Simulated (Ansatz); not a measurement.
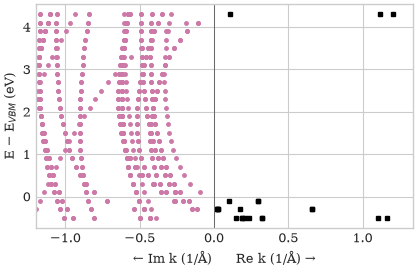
Figure. Complex bands at the centre of the two-dimensional zone; r2SCAN (Ansatz, a first-principles code)

The gap is the functional's own. No spin-orbit coupling. Mid-gap values are interpolated on the energy grid.

Q: This is CaO (Fm-3m, rock salt, 8 atoms a cell, 13.7 Å³ an atom) along the normal of (100). Read off the slowest decay at the centre of the two-dimensional zone at 2.10 eV, the computed energy nearest the middle of the gap.

A: κ ≈ 0.32 1/Å, a decay length 1/(2κ) of the density of 1.5 Å.
